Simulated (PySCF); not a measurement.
Run report: CuO$_{2}$, frequency calculation

- system: CuO$_{2}$, multiplicity 2
- method: UKS-based PBE0, Cu def2-TZVP, O def2-TZVP; non-relativistic Hamiltonian; density fitting (PySCF 2.14.0)

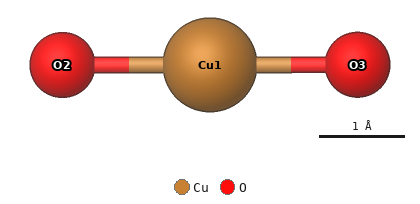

*The structure as given in the input (ball-and-stick view, seen on its broad side; atoms are numbered from 1 in the order of the input). Sticks mark near contacts.*

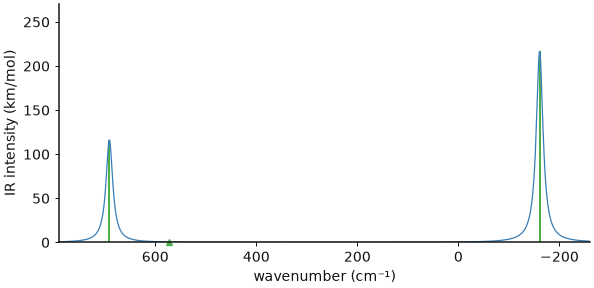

*Harmonic infrared spectrum, unscaled: sticks (degenerate modes added up, dark ones marked on the axis) with a Lorentzian envelope of 16 cm⁻¹ full width, scaled to the tallest stick; imaginary modes are drawn at negative wavenumbers.*

4 modes from 161i to 691 cm⁻¹, 2 imaginary beyond 8i (161i, 161i cm⁻¹): not a minimum. The strongest line is at 161i cm⁻¹ (217 km/mol). All modes, in cm⁻¹ (km/mol): 161i (108), 161i (108), 573 (0.0), 691 (116).

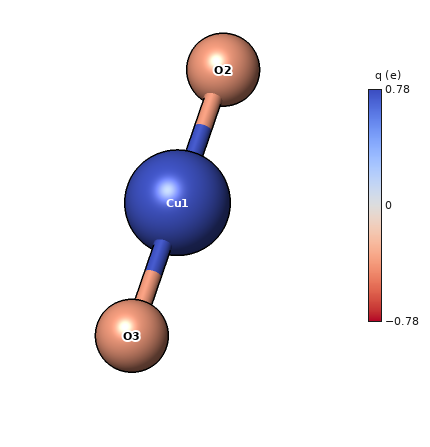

*Mulliken charges, as the colour of each atom (ball-and-stick view, seen at an oblique angle; atoms are numbered from 1 in the order of the input).*

By element: Cu +0.74 and O −0.37 e.

The input that produced these results follows, with the program's output.

Input:
```python
from pyscf import gto, scf, dft
mol = gto.M(atom='''
Cu     0.000000     0.000000     0.000000
O      0.000000    -0.000000     1.746474
O     -0.000000     0.000000    -1.746474''',
    basis={'Cu': 'def2-TZVP', 'O': 'def2-TZVP'},
    charge=0, spin=1)
mf = dft.UKS(mol, xc='PBE0')
mf.grids.atom_grid = (75, 302)
aux = {'Cu': 'def2-universal-JKFIT', 'O': 'def2-universal-JKFIT'}
mf = mf.density_fit(auxbasis=aux)
mf.conv_tol = 1e-09
mf.diis_space = 10
mf.max_cycle = 60
mf.verbose = 4
mf.kernel()
```

The script is an equivalent of the set-up of the self-consistent field. The run itself was carried out by a driver, which started from the orbitals of the step before it where there was one and computed the further properties.

Launch command:
```bash
OMP_NUM_THREADS=4 python axn.py task.json out
```

What the program printed:
```
init E= -1790.44278860905
  alpha nocc = 23  HOMO = -0.333482039001372  LUMO = -0.149407307213765
  beta  nocc = 22  HOMO = -0.312798968767245  LUMO = -0.149407686097714
  HOMO = -0.312798968767  LUMO = -0.149407686098  gap/eV = 4.44610
cycle= 1 E= -1790.44278860904  delta_E= 4.55e-12  |g|= 1.39e-06  |ddm|= 1.74e-06
  alpha nocc = 23  HOMO = -0.33348175880548  LUMO = -0.149406965736807
  beta  nocc = 22  HOMO = -0.312798599826103  LUMO = -0.149407847776037
  HOMO = -0.312798599826  LUMO = -0.149407847776  gap/eV = 4.44609
Extra cycle  E= -1790.44278860904  delta_E= 3.87e-12  |g|= 3.3e-06  |ddm|= 2.89e-06
converged SCF energy = -1790.44278860904  <S^2> = 1.7664518  2S+1 = 2.8400365
```

Summary:

| quantity | value |
| --- | --- |
| outcome | converged |
| total energy | −1790.442789 hartree |
| ⟨S²⟩ | 1.766 |
| zero-point energy | 0.002878 hartree |
| dipole moment | 0.00 D |
| wavenumbers, lowest and highest | 161i and 691 cm⁻¹ |
| hardware | 4 threads of Arm Neoverse V1, 24 GiB of memory available, shared host |
| wall time | 22 s (CPU time 73 s) |
| peak memory | 0.99 GiB |

Checks after the run noted: the SCF density has lower symmetry than the nuclear frame; spin contamination. ⟨S²⟩ is 1.77 against 0.75 for a pure state: the solution is spin-contaminated.
